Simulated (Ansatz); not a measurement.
**GaF (SMILES [F][Ga]): CCSD(T)/def2-TZVPPD**

Aim: the energy change on altering one bond length of GaF at CCSD(T)/def2-TZVPPD, from 2 runs. 

Program for the calculation: Ansatz 0.2.0.

30 further runs of the same task are left out: 30 set aside as unsound or not needed.

### 1 Starting point

GaF: 2 atoms, total charge 0, spin state singlet. As SMILES, `[F][Ga]`. The coordinates come from a PBE0-D4/def2-TZVP relaxation.

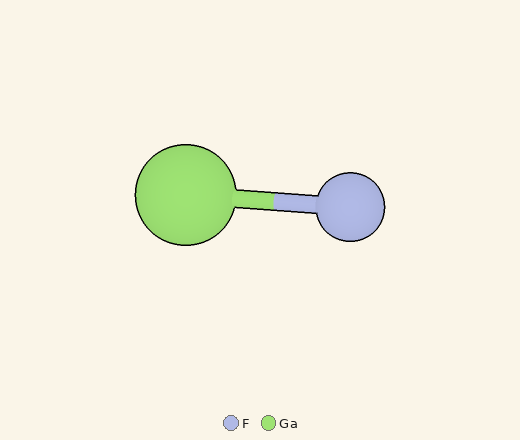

Viewed from a chosen angle; fluorine light blue, gallium green.

### 2 The energy at CCSD(T)/def2-TZVPPD

in.yaml reads:

```yaml
crystal:
  periodic: [false, false, false]
  atoms:
    - {symbol: F, position_ang: [0.000000, -0.000000, 0.006300]}
    - {symbol: Ga, position_ang: [-0.000000, 0.000000, 1.792850]}
basis:
  gaussian: {orbitals: def2-TZVPPD.json}
accuracy: high
correlation: {method: ccsd_t, frozen_orbitals: {F: 1, Ga: 9}}
scf: {omitted_lower_state_checks: [cluster_reference, increment]}
```

The basis set def2-TZVPPD is read from a file made from the Basis Set Exchange's data (not shown).

Started as:

```bash
ansatz run in.yaml --threads 1 --pin off --max-ram 3480MiB --events-out events.jsonl --progress --plain --runs-dir runs
```

The log of the run, shortened:

```text
Warning: RAYON_NUM_THREADS=1 ignored (pool sized by the plan → 1); use --threads N
Functional definition: HF
  name "HF"
[...]
1230 factors; integrals over basis functions are off by at most 4.6e-9 eV
[...]
mean field -55042.95590749 eV, -2022.7913201446 hartree, gradient 2.7e-8 eV, S^2 0.000000; 0 other end points of the search recorded, 0 dependent functions left out
10 core orbitals not correlated: weight in the atoms' cores, before any rotation towards them, 1.000 or more for the frozen orbitals, at most 0.000 for the correlated occupied ones
reference -55042.95590749 eV, -2022.7913201446 hartree; 10, 10 occupied and 74, 74 virtual orbitals, 1230 factors
second order -12.44407091 eV of doubles, -0.00000000 eV of singles
cycle   1  -11.87504168 eV  change    5.7e-1 eV  update   1.1e-1
[...]
cycle  21  -12.36724163 eV  change   8.4e-11 eV  update   1.1e-9
perturbative correction -0.46074024 eV, -0.0169318913 hartree
Total energy: -55055.78388935 eV, -2023.2627397831 hartree
Checks for a lower state left out: cluster_reference, increment
```

It took 6.6 s on 1 thread of Arm Neoverse V2, shared host; peak memory 0.38 GiB.

### 3 The distorted shape

input.yaml reads:

```yaml
crystal:
  periodic: [false, false, false]
  atoms:
    - symbol: F
      position_ang: [0.000000, -0.000000, -2.137550]
    - symbol: Ga
      position_ang: [-0.000000, 0.000000, 1.792850]
basis:
  gaussian:
    orbitals: def2-TZVPPD.json
correlation:
  method: ccsd_t
  frozen_orbitals: {F: 1, Ga: 9}
accuracy: high
scf:
  omitted_lower_state_checks: [cluster_reference, increment]
```

The basis set def2-TZVPPD is read from a file made from the Basis Set Exchange's data (not shown).

Started as:

```bash
ansatz run input.yaml --threads 1 --pin off --max-ram 3480MiB --events-out events.jsonl --progress --plain --runs-dir runs
```

The log of the run:

```text
Warning: RAYON_NUM_THREADS=1 ignored (pool sized by the plan → 1); use --threads N
[... 12 lines left out ...]
10 core orbitals not correlated: weight in the atoms' cores, before any rotation towards them, 1.000 or more for the frozen orbitals, at most 0.000 for the correlated occupied ones
[... 44 lines left out ...]
Total energy: -55051.05115566 eV, -2023.0888150280 hartree
Checks for a lower state left out: cluster_reference, increment
```

Wall time 8.4 s (1 thread of Arm Neoverse V2, shared host); peak memory 0.37 GiB.

### 4 Results

Level: CCSD(T)/def2-TZVPPD, 10 core orbitals frozen.

| quantity | value |
| --- | --- |
| first shape: total energy | -2023.26274 Eh |
| first shape: correlation energy (10 core orbitals frozen) | -471.4 mEh |
| first shape: (T) correction | -16.93 mEh |
| first shape: T1 diagnostic | 0.016 |
| distorted shape: total energy | -2023.08882 Eh |
| distorted shape: correlation energy (10 core orbitals frozen) | -472.0 mEh |
| distorted shape: (T) correction | -18.14 mEh |
| distorted shape: T1 diagnostic | 0.033 |
| energy change with the F1–Ga2 bond stretched from 1.787 to 3.930 Å | 4.733 eV |

In words: With the F1–Ga2 bond stretched from 1.787 to 3.930 Å the energy rises by 4.73 eV (457 kJ/mol). The first shape isn't relaxed at this level, so the change isn't measured from a minimum. The triples (first shape) make up 3.6 % of the correlation energy. The T1 diagnostic (distorted shape) of 0.033 is above the customary mark for such species, so a single reference may not serve. The triples (distorted shape) make up 3.8 % of the correlation energy.
